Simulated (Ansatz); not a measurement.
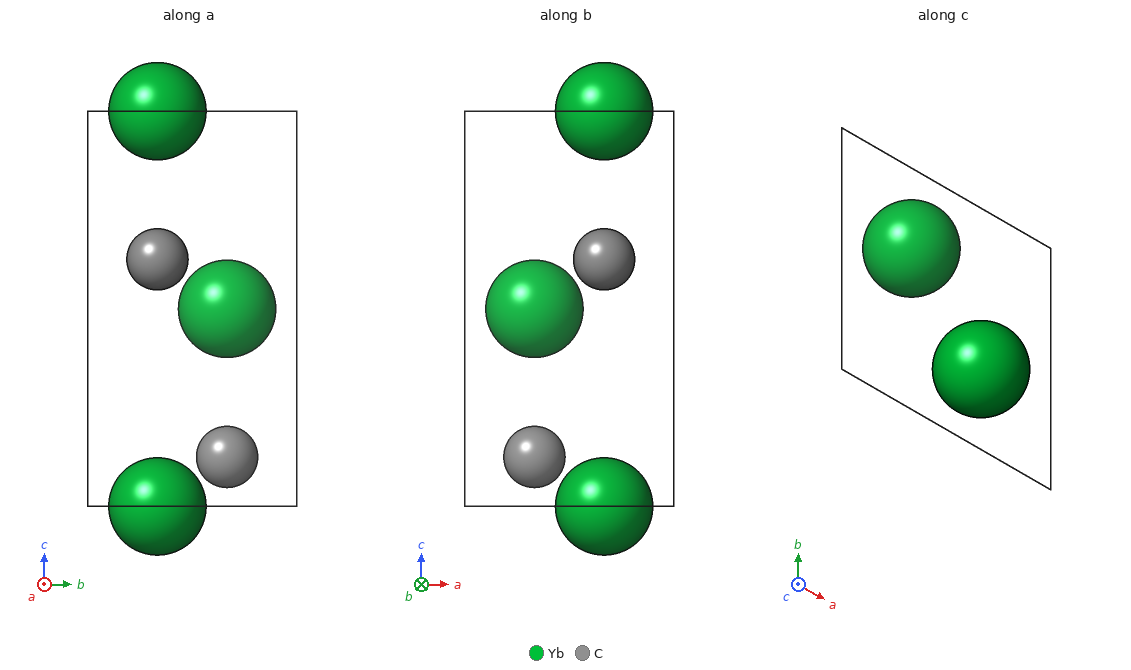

View along the a axis, along the b axis and along the c axis, drawn as a spheres-only model. The lines enclose the conventional unit cell; boundary atoms appear with their images.

Lattice parameters: a = 3.785 Å, b = 3.785 Å, c = 6.198 Å, α = 90.00°, β = 90.00°, γ = 120.00°. Put a along x and b in the xy plane.

**Reconstruct the structure as a POSCAR file.**

```
Yb C
1.0
     3.785    0.000    0.000
    -1.892    3.278    0.000
     0.000    0.000    6.198
Yb C
2 2
Direct
  0.6667 0.3333 0.0000
  0.3333 0.6667 0.5000
  0.6667 0.3333 0.6252
  0.3333 0.6667 0.1252
```

Its origin is a structure type filled with these elements by a generator (whether the compound takes this form wasn't checked). Earlier steps of the study, as a rule a relaxation of our own, may have changed the cell and positions, so they can lie some per cent off the listed ones. It was the input of a calculation with Ansatz.
